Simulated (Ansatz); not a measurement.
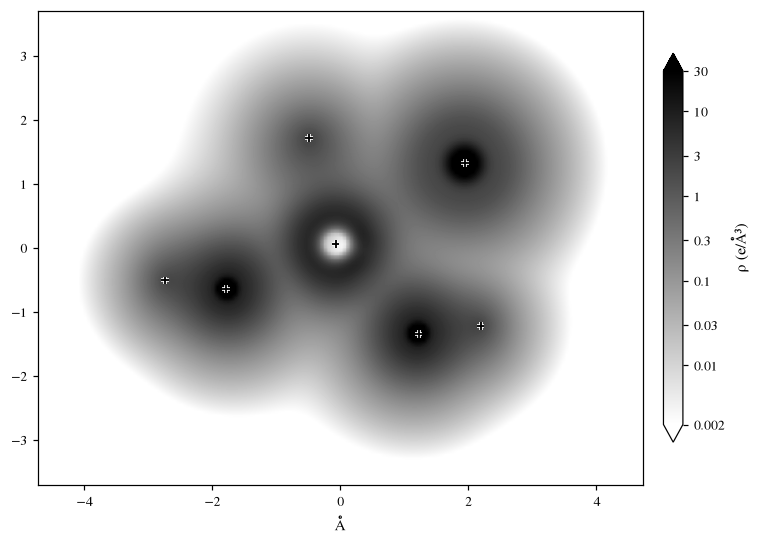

The electron density on a plane through atoms (crosses mark nuclei in the plane).

All numbers below come from RKS PBE-D4/def2-SVP in Ansatz 0.2.0.

Candidates:
A. AlClH₅NO₂
B. ClH₅O₂W

> Which candidate gave the map?

Candidate B: ClH₅O₂W on the plane of atoms H3, W1 and O8, which holds W, Cl, H and O. W–O (1.85 Å): ρ at the midpoint is about 1.1 e/Å³. W–Cl (2.39 Å): ρ is about 0.54 e/Å³ halfway.
